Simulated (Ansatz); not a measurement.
Bond stretch in BeO, singlet.

Levels of theory: RKS-CAM-B3LYP = restricted CAM-B3LYP/cc-pVDZ (Ansatz, a program for electronic structure); RKS-PBE = restricted PBE/cc-pVDZ (Ansatz); UKS-CAM-B3LYP = unrestricted CAM-B3LYP/cc-pVDZ (Ansatz); UKS-PBE = unrestricted PBE/cc-pVDZ run with Ansatz; FCI = Ansatz with full CI/cc-pVDZ, frozen core.

Cost and accuracy over the 11 points of the scan, with FCI as yardstick. Costs are rough ratios of core time within Ansatz on shared cores, each with its mean field (Kohn-Sham runs search longer for lower solutions than correlated ones do); the miss is the largest error against full CI of the curve after the mean shift, in kcal/mol.

Problem. Which is the cheapest of these levels that stays within 7.7 kcal/mol of FCI?

Solution. RKS-PBE.

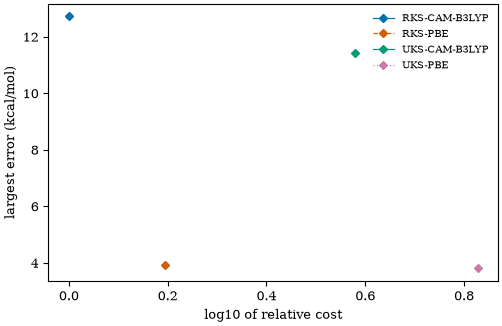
Fig. 1. Miss against cost, one point a level.

```csv
level,relative cost,largest error
RKS-CAM-B3LYP,1,12.7
RKS-PBE,2,3.9
UKS-CAM-B3LYP,4,11.4
UKS-PBE,7,3.8
```

Costs within a factor of two of each other count as equal.

The scan ran from 1.06 to 5.21 Å; beyond the distances shown full CI changes its symmetry label. The restricted form behind RKS-CAM-B3LYP, RKS-PBE keeps the bonding electrons paired and can't separate into open-shell fragments. The unrestricted determinant behind UKS-CAM-B3LYP is spin-contaminated at 1.55 to 1.61 Å (<S²> up to 1.0, against 0.00 for a pure singlet). The unrestricted determinant behind UKS-PBE is spin-contaminated at 1.55 to 1.61 Å (<S²> up to 0.4, against 0.00 for a pure singlet). Also computed but left out beside FCI, since their determinant holds another spin at the minimum (<S²> over 0.7 above the pure value): UHF, UCCSD, UCCSD(T), UCCSDT, UCCSDT(Q), UHF/6-31G*, UHF/LANL2DZ.
